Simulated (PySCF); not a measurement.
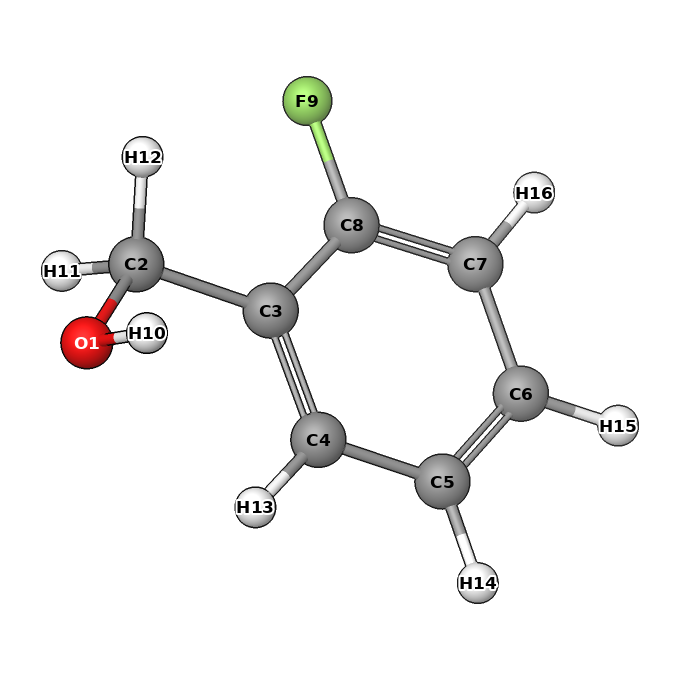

The geometry was computed by an optimisation with PBE0-D3(BJ)/def2-SVP. No frequency run is at hand to confirm it as a minimum. Level of theory: delta-SCF UKS SCAN, pcX-2 on the ionised atom, pcseg-1 elsewhere, spin-free X2C (PySCF 2.14.0).

Give the core-electron binding energies (to vacuum) of O1 1s, C2 1s, C3 1s, C4 1s, C5 1s, C6 1s, C7 1s, C8 1s, F9 1s.

```json
{"atom": "O1", "level": "1s", "binding energy (eV)": "539.0"}
{"atom": "C2", "level": "1s", "binding energy (eV)": "292.4"}
{"atom": "C3", "level": "1s", "binding energy (eV)": "290.6"}
{"atom": "C4", "level": "1s", "binding energy (eV)": "290.4"}
{"atom": "C5", "level": "1s", "binding energy (eV)": "290.4"}
{"atom": "C6", "level": "1s", "binding energy (eV)": "290.5"}
{"atom": "C7", "level": "1s", "binding energy (eV)": "290.5"}
{"atom": "C8", "level": "1s", "binding energy (eV)": "292.6"}
{"atom": "F9", "level": "1s", "binding energy (eV)": "693.0"}
```
